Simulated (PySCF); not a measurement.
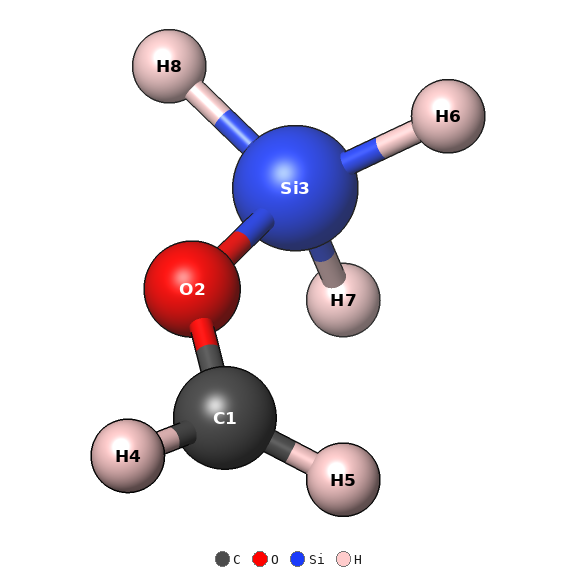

Charge 0, doublet. Computed geometry: GFN2-xTB optimisation. No frequency run is at hand to confirm it as a minimum. Method: UKS B3LYP, pcH-1 on C H O Si, non-relativistic (PySCF 2.14.0). Fermi-contact and spin-dipolar terms alone, no spin-orbit part.

Question: Which nucleus has the largest dipolar (anisotropic) hyperfine coupling?

Answer: 13C at C1: principal values −80.0, −77.9, 158.0 MHz.

List the isotropic and dipolar parts for the most strongly coupled nuclei, one of each equivalent set.

| atom | isotope | a_iso (MHz) | dipolar part (MHz) |
| --- | --- | --- | --- |
| C1 | 13C | 84.2 | −80.0, −77.9, 158.0 |
| O2 | 17O | −12.7 | −55.1, 26.9, 28.3 |
| H5 | 1H | −64.7 | −38.1, 0.4, 37.7 |
| H4 | 1H | −65.7 | −38.0, 0.2, 37.8 |
| H8 | 1H | −3.5 | −2.7, −1.8, 4.5 |
| H6 | 1H | 10.7 | −2.3, −2.0, 4.3 |
| Si3 | 29Si | 3.0 | −2.2, 0.6, 1.6 |

The geometry is semi-empirical. Around Si such bond lengths and angles can be off by a tenth of an ångström or more and by several degrees, and values that hang on the shape move with them.
